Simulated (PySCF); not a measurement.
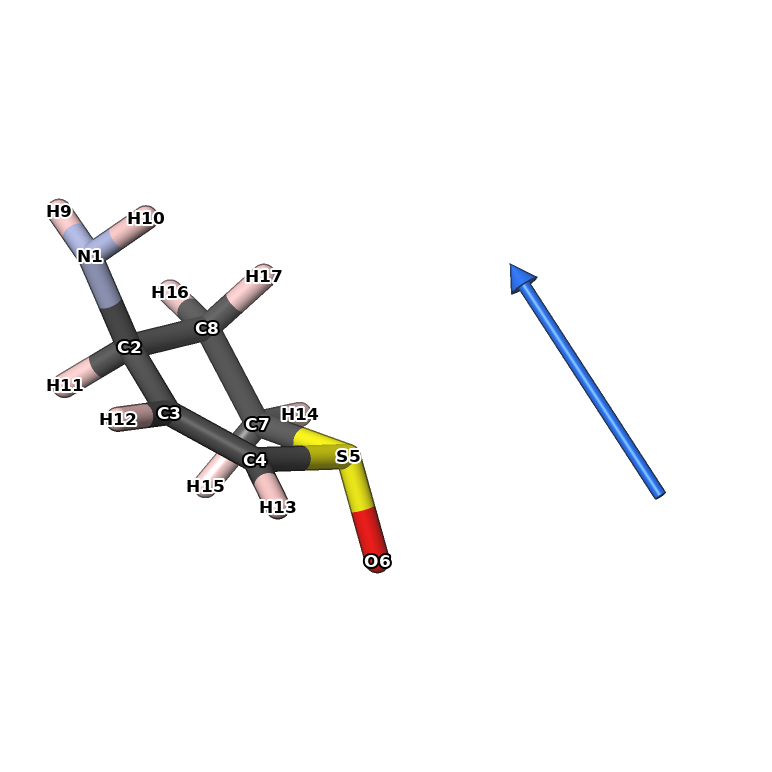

The arrow beside the molecule shows the direction of the dipole moment, from the negative to the positive end (its length means nothing). The geometry was computed by an optimisation with GFN2-xTB. No frequency run is at hand to confirm it as a minimum. Properties computed with CAM-B3LYP/def2-SVPD, gas phase (PySCF 2.14.0).

**Estimate the dipole moment.**

4.62 D; it points from the side of O6 to the side of H9 (the outermost atoms at the two ends).
